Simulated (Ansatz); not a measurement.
Si2N2H8: several calculations on one system

### Relaxation

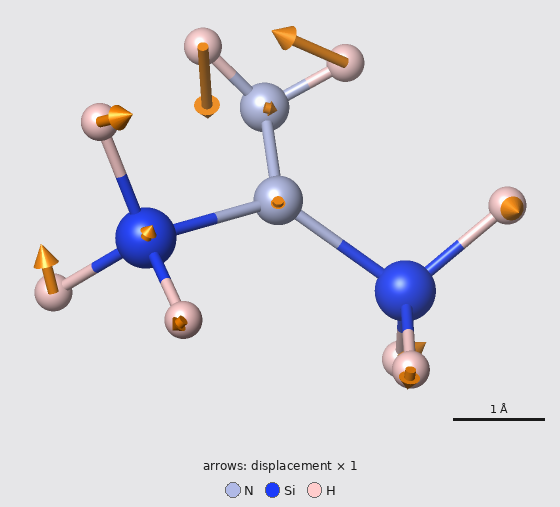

This is a relaxation of Si2N2H8. The starting structure is drawn; orange arrows show the displacements, at their true length. The two geometries are superimposed by the best rigid fit.

A ball-and-stick model, seen at a tilt.

The run prepares an end point of a later path (torsion) calculation, from a guessed geometry.

Computed with RHF/def2-SVP (Ansatz). (no spin polarisation; force threshold 0.015 eV/Å; at most 40 steps)

Atoms of which element are displaced furthest, and by how much?

Hydrogen: up to 1.29 Å, against 0.19 Å for silicon.

What did the optimiser do to the structure, and how much energy did it gain?

The atom that moves furthest after the best rigid fit is an H atom (1.29 Å). By element the largest moves are H 1.29 Å, Si 0.19 Å, N 0.15 Å. Near-neighbour distances that change, for instance: N–N 1.451 → 1.422 Å, H–Si 1.465 → 1.485 Å, H–N 1.019 → 1.005 Å, N–Si 1.739 → 1.744 Å. Bond angles that change, for instance: N–Si–H 104.8° → 111.3°, Si–N–Si 127.6° → 131.8°, N–Si–H 105.2° → 109.1°. Groups turn about N–N by about 85°. Over 13 geometry steps the energy falls by 0.421 eV. Largest force component: 0.61 eV/Å at the start, 0.0022 eV/Å at the end. The run took 37 s on 1 thread of Intel(R) Xeon(R) 6975P-C (Granite Rapids) (shared host), peak memory 0.22 GiB.

### Relaxation

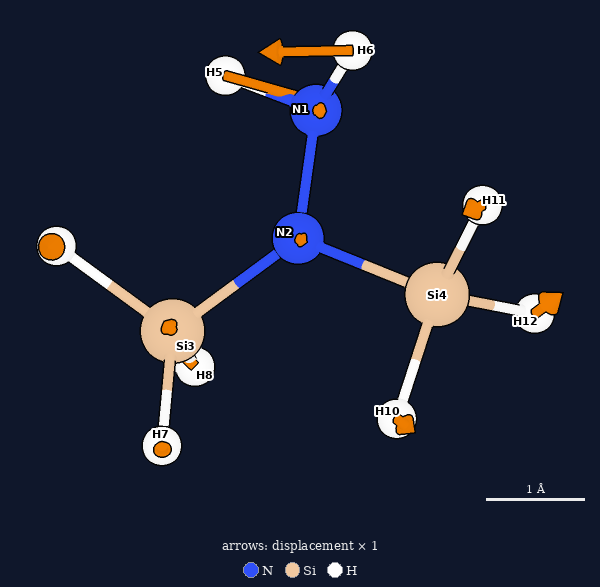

This is a relaxation of Si2N2H8. The starting structure is drawn; orange arrows show the displacements, at their true length. The two geometries are superimposed by the best rigid fit.

Style: ball-and-stick. Shown at a tilt.

The run prepares an end point of a later path (torsion) calculation, from a guessed geometry.

All numbers below come from Ansatz, RHF/def2-SVP.

Input file:
```yaml
crystal:
  periodic: [false, false, false]
  atoms:
    - { symbol: "N", position_ang: [-1.18446, 0.95837, -0.49419] }
    - { symbol: "N", position_ang: [-0.04663, 0.19037, -0.02346] }
    - { symbol: Si, position_ang: [-0.208, -0.43679, 1.58758] }
    - { symbol: Si, position_ang: [0.93015, -0.44227, -1.31604] }
    - { symbol: H, position_ang: [-1.5425, 1.48231, 0.30261] }
    - { symbol: H, position_ang: [-0.82308, 1.64393, -1.1575] }
    - { symbol: H, position_ang: [1.09221, -1.01261, 1.90417] }
    - { symbol: H, position_ang: [-1.28937, -1.41569, 1.72838] }
    - { symbol: H, position_ang: [-0.52062, 0.73929, 2.41419] }
    - { symbol: H, position_ang: [2.06502, -1.09229, -0.64449] }
    - { symbol: H, position_ang: [1.43706, 0.59965, -2.21233] }
    - { symbol: H, position_ang: [0.07745, -1.40064, -2.00737] }
basis:
  gaussian: { orbitals: def2-SVP }
hamiltonian:
  xc: hf
relax:
  f_tol: 0.015
  max_steps: 40
```

Command:
```bash
ansatz run input.yaml --threads 1 --pin off --max-ram 2048MiB --backend cpu --events-out ev --progress --plain --runs-dir out
```

Question: What happened in the run?

Answer: The energy falls by 0.479 eV in 12 accepted moves (13 points after the start). Largest force component: 0.96 eV/Å at the start, 0.0011 eV/Å at the end. The line search rejected the trial step at point 11 of the run. The atom that moves furthest after the best rigid fit is H5 (1.27 Å). By element the largest moves are H 1.27 Å, Si 0.20 Å, N 0.16 Å. Among the contacts that change: N1–N2 1.451 → 1.422 Å, Si3–H7 1.457 → 1.478 Å, Si3–H8 1.465 → 1.485 Å, N1–H5 1.019 → 1.005 Å. Bond angles that change, for instance: N2–Si4–H12 105.3° → 111.3°, Si3–N2–Si4 127.6° → 131.8°, H11–Si4–H12 112.3° → 108.3°. Groups turn about N1–N2 by about 85°.

### Path

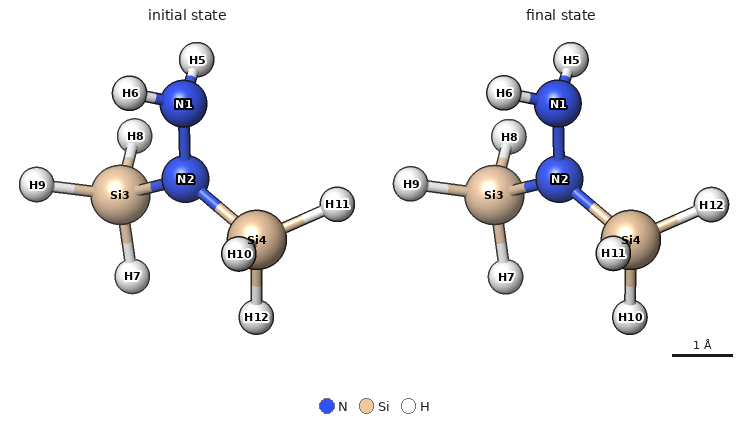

The two relaxed end points of a path for Si$_{2}$N$_{2}$H$_{8}$. Style: ball-and-stick. Shown from a free direction.

Level of theory: RHF/def2-SVP in Ansatz.

Set-up: 9 movable images; climbing image; force threshold 0.03 eV/Å; iteration limit 60.

Start:
```xyz
12

N    -1.1043    0.9580   -0.6137
N    -0.1004    0.0957   -0.0946
Si   -0.1176   -0.2505    1.6107
Si    0.9590   -0.4303   -1.3756
H    -2.0212    0.5759   -0.4584
H    -1.0538    1.8662   -0.1857
H     1.0066   -1.1544    1.9313
H    -1.4028   -0.8838    2.0026
H     0.0013    1.0033    2.3983
H     1.6387    0.7179   -2.0186
H     0.2154   -1.1734   -2.4188
H     1.9792   -1.3246   -0.7774
```

End:
```xyz
12

N    -1.3133    0.6075   -0.6484
N    -0.1221    0.0600   -0.0984
Si    0.0231   -0.0146    1.6341
Si    0.9552   -0.4363   -1.3763
H    -2.1178    0.0758   -0.3641
H    -1.4360    1.5627   -0.3596
H     1.3325   -0.6034    1.9838
H    -1.0706   -0.8341    2.2162
H    -0.0955    1.3427    2.2257
H     2.1740   -0.9972   -0.7452
H     1.3370    0.7087   -2.2346
H     0.3334   -1.4720   -2.2333
```

Question: What barrier does the band find between them, and by what path?

Answer: The barrier is about 12.0 kJ/mol in both directions, with image 5 at the top; the ends have the same energy. The motion is a rotation about the N2–Si4 bond by about 120°. No bond forms or breaks between the ends. Bond angles that change up to the highest image, for instance: N1–N2–Si4 110.1° → 115.5°, Si3–N2–Si4 131.8° → 127.1°. The band is converged. At the top, the vibrational analysis gives one imaginary mode (163i cm⁻¹), as a transition state must have.

Energies of the converged images:

| image | path (Å) | E (kJ/mol) |
| --- | --- | --- |
| 0 | 0.00 | 0.0 |
| 1 | 0.45 | 1.1 |
| 2 | 0.91 | 4.0 |
| 3 | 1.36 | 7.7 |
| 4 | 1.81 | 10.8 |
| 5 | 2.27 | 12.0 |
| 6 | 2.72 | 10.8 |
| 7 | 3.17 | 7.7 |
| 8 | 3.63 | 4.0 |
| 9 | 4.08 | 1.1 |
| 10 | 4.54 | 0.0 |

The geometry at the top of the path:

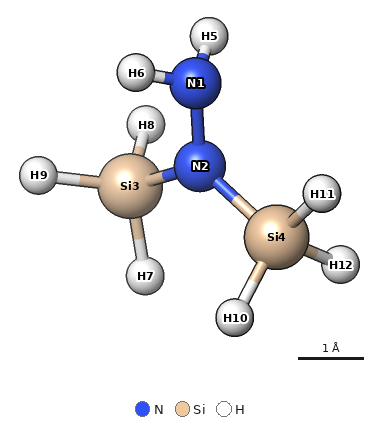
